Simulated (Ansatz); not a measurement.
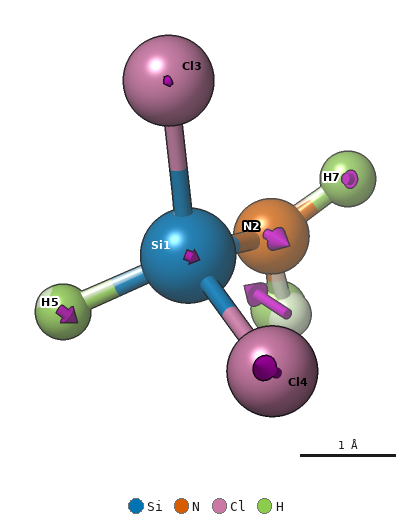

This is a relaxation of SiNH$_{3}$Cl$_{2}$. The starting structure is drawn faded, the final one solid; purple arrows show the displacements, 5 times their true length. The two geometries are superimposed by the best rigid fit.

Style: ball-and-stick. Shown from a free direction.

It is one of the separated reactants of a reaction.

All numbers below come from RKS PBE0-D4/def2-TZVP in Ansatz 0.2.0. Settings: force threshold 0.005 eV/Å; at most 200 steps.

What happened in the run?

Answer. The atom that moves furthest after the best rigid fit is an H atom (0.15 Å). Largest moves by element: H 0.15 Å, Cl 0.11 Å, N 0.07 Å, Si 0.04 Å. Some distances before and after: N–Si 1.727 → 1.692 Å, Cl–Si 2.029 → 2.041 Å, Cl–Si 2.045 → 2.056 Å, H–N 1.014 → 1.008 Å. Among the angles between lasting bonds that change: Si–N–H 115.7° → 120.6°, Si–N–H 115.7° → 120.1°, H–N–H 109.0° → 111.9°. Over 8 accepted moves (9 points after the start) the energy falls by 0.031 eV. Largest force component: 0.76 eV/Å at the start, 0.0014 eV/Å at the end. The line search rejected the trial step at point 4 of the run.
